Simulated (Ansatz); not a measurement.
# Cl₂F₂H₂Si₂: one species, many methods

Aim: compute Cl₂F₂H₂Si₂ with functionals from several rungs and with coupled cluster. The yardstick is the atomisation energy at the CCSD(T) limit.

Program: Ansatz 0.2.0, Gaussian basis. Level of theory: functionals in def2-TZVPP, the program's frozen cores in correlated methods. These are calculated values, not measurements.

Levels to be run: PBE-D4, r2SCAN-D4, PBE0-D4, B3LYP-D4, ωB97X-V, ωB97M-V, B2PLYP; CCSD(T)/def2-TZVPP; MP2/def2-QZVPP; extrapolation to the limit.

## 1. Structure used throughout

The geometry comes from an earlier relaxation with PBE0-D4 in a triple-zeta def2 set; it is a stationary point, not always the lowest conformer.

SMILES `F[SiH](F)[SiH](Cl)Cl`, 8 atoms, charge 0, spin multiplicity 1.

Atoms are counted from 1 here; the program's logs count them from 0.

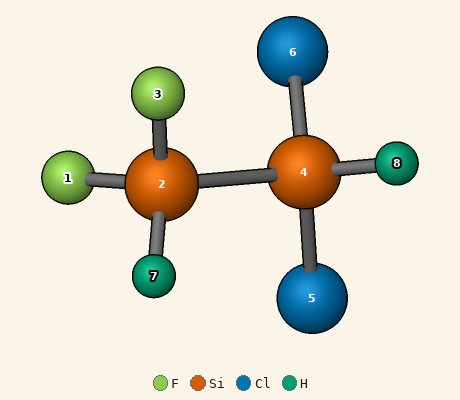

The structure; fluorine green, silicon orange, chlorine blue, hydrogen teal; atoms are numbered from 1 in the order of the file.

As a file:

```
F    -1.0457    0.7804   -1.7897
Si   -0.4009   -0.4574   -1.0336
F    -1.5484   -1.5290   -0.7852
Si    0.4174    0.2830    1.0395
Cl    2.0192    1.4997    0.6521
Cl   -1.0491    1.3263    2.0063
H     0.6139   -1.0658   -1.9223
H     0.8784   -0.8028    1.9330
```

## 2. PBE-D4 (GGA)

Input file in.yaml:

```yaml
crystal:
  periodic: [false, false, false]
  atoms:
    - {symbol: F, position_ang: [-1.045655, 0.780450, -1.789732]}
    - {symbol: Si, position_ang: [-0.400852, -0.457439, -1.033599]}
    - {symbol: F, position_ang: [-1.548429, -1.529020, -0.785240]}
    - {symbol: Si, position_ang: [0.417355, 0.283016, 1.039527]}
    - {symbol: Cl, position_ang: [2.019210, 1.499750, 0.652075]}
    - {symbol: Cl, position_ang: [-1.049101, 1.326298, 2.006298]}
    - {symbol: H, position_ang: [0.613899, -1.065791, -1.922285]}
    - {symbol: H, position_ang: [0.878373, -0.802764, 1.932957]}
basis:
  gaussian: {orbitals: def2-TZVPP}
hamiltonian: {xc: pbe, dispersion: d4}
output: {forces: true, orbitals: {seedname: orbitals}}
```

Command:

```sh
$ ansatz run in.yaml --threads 4 --pin off --events-out ev --progress --plain --max-ram 10444MiB
```

The program printed (excerpt; [...] marks lines left out):

```text
Functional definition: PBE
  name "PBE"
  cite "Perdew, Burke & Ernzerhof, Phys. Rev. Lett. 77, 3865 (1996) doi:10.1103/PhysRevLett.77.3865"
  parent pbe
[...]
1594 factors; their error is unknown
[...]
mean field -46253.42798065 eV, -1699.7821265895 hartree, gradient 4.9e-5 eV, S^2 0.000000; 0 other end points of the search recorded, 0 dependent functions left out
[...]
reference -46253.42802369 eV, -1699.7821281711 hartree; 41, 41 occupied and 217, 217 virtual orbitals, 1594 factors
Total energy: -46253.70196163 eV, -1699.7921952046 hartree
Atom 0 at    -1.045655     0.780450    -1.789732 Å, force    -0.255557     0.542376    -0.329204 eV/Å
Atom 1 at    -0.400852    -0.457439    -1.033599 Å, force     0.547101    -0.027164     0.229778 eV/Å
Atom 2 at    -1.548429    -1.529020    -0.785240 Å, force    -0.477723    -0.475304     0.111044 eV/Å
Atom 3 at     0.417355     0.283016     1.039527 Å, force    -0.027411    -0.148886    -0.100634 eV/Å
Atom 4 at     2.019210     1.499750     0.652075 Å, force     0.254707     0.177183    -0.063389 eV/Å
Atom 5 at    -1.049101     1.326298     2.006298 Å, force    -0.239331     0.152972     0.155548 eV/Å
Atom 6 at     0.613899    -1.065791    -1.922285 Å, force     0.137793    -0.081616    -0.121447 eV/Å
Atom 7 at     0.878373    -0.802764     1.932957 Å, force     0.060421    -0.139560     0.118304 eV/Å
Dipole moment:     0.225559    -0.203091     0.034937 e Å
```

It took 2.7 s on 4 threads of Arm Neoverse V1, shared host; peak memory 0.4 GiB.

With the free atoms at this level, -46223.985 eV in sum, the atomisation energy is 685.3 kcal/mol. HOMO -7.22 eV, LUMO -1.98 eV.

## 3. r2SCAN-D4 (meta-GGA)

in.yaml, as its differences from that of step 2:

```diff
@@ -13,3 +13,3 @@
   gaussian: {orbitals: def2-TZVPP}
-hamiltonian: {xc: pbe, dispersion: d4}
+hamiltonian: {xc: r2scan, dispersion: d4}
 output: {forces: true, orbitals: {seedname: orbitals}}
```

Launched as before.

The program printed (excerpt; [...] marks lines left out):

```text
Functional definition: r2SCAN
  name "r2SCAN"
  cite "Furness, Kaplan, Ning, Perdew & Sun, J. Phys. Chem. Lett. 11, 8208 (2020) doi:10.1021/acs.jpclett.0c02405"
  cite "Furness, Kaplan, Ning, Perdew & Sun, J. Phys. Chem. Lett. 11, 9248 (2020) doi:10.1021/acs.jpclett.0c03077"
  parent r2scan
[...]
1594 factors; their error is unknown
[...]
mean field -46271.84327787 eV, -1700.4588762798 hartree, gradient 1.8e-5 eV, S^2 0.000000; 0 other end points of the search recorded, 0 dependent functions left out
[...]
reference -46271.84328920 eV, -1700.4588766961 hartree; 41, 41 occupied and 217, 217 virtual orbitals, 1594 factors
Total energy: -46271.90831926 eV, -1700.4612665070 hartree
Atom 0 at    -1.045655     0.780450    -1.789732 Å, force    -0.027032     0.053832    -0.025326 eV/Å
Atom 1 at    -0.400852    -0.457439    -1.033599 Å, force     0.090265    -0.026001     0.018824 eV/Å
Atom 2 at    -1.548429    -1.529020    -0.785240 Å, force    -0.050806    -0.039255     0.006828 eV/Å
Atom 3 at     0.417355     0.283016     1.039527 Å, force     0.006511    -0.091414    -0.028015 eV/Å
Atom 4 at     2.019210     1.499750     0.652075 Å, force     0.069541     0.047261    -0.017390 eV/Å
Atom 5 at    -1.049101     1.326298     2.006298 Å, force    -0.070048     0.037077     0.038345 eV/Å
Atom 6 at     0.613899    -1.065791    -1.922285 Å, force    -0.013793     0.009803     0.011889 eV/Å
Atom 7 at     0.878373    -0.802764     1.932957 Å, force    -0.004639     0.008697    -0.005155 eV/Å
Dipole moment:     0.232597    -0.216768     0.035064 e Å
```

Run time: 6 s. Hardware: 4 threads of Arm Neoverse V1, shared host; peak memory 0.43 GiB.

With the free atoms at this level, -46242.255 eV in sum, the atomisation energy is 683.8 kcal/mol. HOMO -7.54 eV, LUMO -1.73 eV.

## 4. PBE0-D4 (hybrid)

in.yaml, as its differences from that of step 3:

```diff
@@ -13,3 +13,3 @@
   gaussian: {orbitals: def2-TZVPP}
-hamiltonian: {xc: r2scan, dispersion: d4}
-output: {forces: true, orbitals: {seedname: orbitals}}
+hamiltonian: {xc: pbe0, dispersion: d4}
+output: {orbitals: {seedname: orbitals}}
```

Launched as before.

The program printed:

```text
Functional definition: PBE0
  name "PBE0"
  cite "Adamo & Barone, J. Chem. Phys. 110, 6158 (1999) doi:10.1063/1.478522"
  cite "Perdew, Burke & Ernzerhof, Phys. Rev. Lett. 77, 3865 (1996) doi:10.1103/PhysRevLett.77.3865"
  parent pbe
  parameter a = 0.25
  parameter kappa = 0.804
  parameter beta = 0.06672455060314922
  exchange = (1 - a)*pbe_x(kappa = kappa, mu = beta*pi^2/3) + a*exact_x
  correlation = pbe_c(beta = beta)
1662 factors; their error is unknown
mean field evaluation 1: about -46254.3083 eV, gradient 4.3e1 eV
mean field evaluation 2: about -46251.0609 eV, gradient 6.6e1 eV
mean field evaluation 4: about -46256.8738 eV, gradient 1.2e0 eV
mean field evaluation 8: about -46256.8776 eV, gradient 2.2e-2 eV
mean field evaluation 16: about -46256.9939 eV, gradient 5.5e-5 eV
mean field -46256.99392775 eV, -1699.9131727284 hartree, gradient 5.5e-5 eV, S^2 0.000000; 0 other end points of the search recorded, 0 dependent functions left out
reference -46256.99395973 eV, -1699.9131739035 hartree; 41, 41 occupied and 217, 217 virtual orbitals, 1662 factors
Total energy: -46257.23029232 eV, -1699.9218589660 hartree
```

Wall time 4.3 s (4 threads of Arm Neoverse V1, shared host); peak memory 0.88 GiB.

With the free atoms at this level, -46228.016 eV in sum, the atomisation energy is 673.7 kcal/mol. HOMO -8.51 eV, LUMO -1.14 eV.

## 5. B3LYP-D4 (hybrid)

B3LYP here takes the VWN-RPA correlation.

in.yaml, as its differences from that of step 4:

```diff
@@ -13,3 +13,3 @@
   gaussian: {orbitals: def2-TZVPP}
-hamiltonian: {xc: pbe0, dispersion: d4}
-output: {orbitals: {seedname: orbitals}}
+hamiltonian: {xc: {name: B3LYP}, dispersion: d4}
+output: {forces: true, orbitals: {seedname: orbitals}}
```

Launched as before.

The program printed (excerpt; [...] marks lines left out):

```text
Functional definition: B3LYP
  name "B3LYP"
  cite "Stephens, Devlin, Chabalowski & Frisch, J. Phys. Chem. 98, 11623 (1994) doi:10.1021/j100096a001"
  cite "Becke, Phys. Rev. A 38, 3098 (1988) doi:10.1103/PhysRevA.38.3098"
  cite "Lee, Yang & Parr, Phys. Rev. B 37, 785 (1988) doi:10.1103/PhysRevB.37.785"
  cite "Vosko, Wilk & Nusair, Can. J. Phys. 58, 1200 (1980) doi:10.1139/p80-159"
[...]
1638 factors; their error is unknown
[...]
mean field -46278.85098585 eV, -1700.7164047981 hartree, gradient 1.8e-5 eV, S^2 0.000000; 0 other end points of the search recorded, 0 dependent functions left out
[...]
reference -46278.85127718 eV, -1700.7164155043 hartree; 41, 41 occupied and 217, 217 virtual orbitals, 1638 factors
Total energy: -46279.29928783 eV, -1700.7328795919 hartree
Atom 0 at    -1.045655     0.780450    -1.789732 Å, force    -0.085099     0.172171    -0.103588 eV/Å
Atom 1 at    -0.400852    -0.457439    -1.033599 Å, force     0.279308    -0.077210    -0.015849 eV/Å
Atom 2 at    -1.548429    -1.529020    -0.785240 Å, force    -0.159570    -0.151346     0.033769 eV/Å
Atom 3 at     0.417355     0.283016     1.039527 Å, force     0.031123    -0.292409     0.028280 eV/Å
Atom 4 at     2.019210     1.499750     0.652075 Å, force     0.194283     0.139827    -0.044472 eV/Å
Atom 5 at    -1.049101     1.326298     2.006298 Å, force    -0.176632     0.116203     0.115558 eV/Å
Atom 6 at     0.613899    -1.065791    -1.922285 Å, force    -0.053614     0.031606     0.045697 eV/Å
Atom 7 at     0.878373    -0.802764     1.932957 Å, force    -0.029799     0.061158    -0.059395 eV/Å
Dipole moment:     0.250042    -0.225808     0.040534 e Å
```

Wall time 7 s (4 threads of Arm Neoverse V1, shared host); peak memory 0.9 GiB.

With the free atoms at this level, -46250.180 eV in sum, the atomisation energy is 671.5 kcal/mol. HOMO -8.31 eV, LUMO -1.30 eV.

## 6. ωB97X-V (range-separated)

in.yaml, as its differences from that of step 5:

```diff
@@ -13,3 +13,3 @@
   gaussian: {orbitals: def2-TZVPP}
-hamiltonian: {xc: {name: B3LYP}, dispersion: d4}
-output: {forces: true, orbitals: {seedname: orbitals}}
+hamiltonian: {xc: {name: wB97X-V}}
+output: {orbitals: {seedname: orbitals}}
```

Same command.

The program printed (excerpt; [...] marks lines left out):

```text
Functional definition: wB97X-V
  name "wB97X-V"
  cite "Mardirossian & Head-Gordon, Phys. Chem. Chem. Phys. 16, 9904 (2014) doi:10.1039/C3CP54374A"
  cite "Becke, J. Chem. Phys. 107, 8554 (1997) doi:10.1063/1.475007"
  cite "Vydrov & Van Voorhis, J. Chem. Phys. 133, 244103 (2010) doi:10.1063/1.3521275"
[...]
      + integral(e_c_pw_opposite_spin*poly(b97_u_opposite, cos0, cos1)) + vv10(b, c)
1632 factors; their error is unknown
281 factors; integrals over basis functions are off by at most 2.7e-5 eV
[...]
mean field -46269.01528535 eV, -1700.3549494718 hartree, gradient 5.9e-5 eV, S^2 0.000000; 0 other end points of the search recorded, 0 dependent functions left out
reference -46269.01528338 eV, -1700.3549493993 hartree; 41, 41 occupied and 217, 217 virtual orbitals, 1632 factors
Total energy: -46269.01528338 eV, -1700.3549493993 hartree
```

Run time: 11 s. Hardware: 4 threads of Arm Neoverse V1, shared host; peak memory 1 GiB.

Atomisation energy: 685.3 kcal/mol (free atoms -46239.300 eV, run apart). HOMO -10.80 eV, LUMO 0.97 eV.

[end of part 1 of 2]
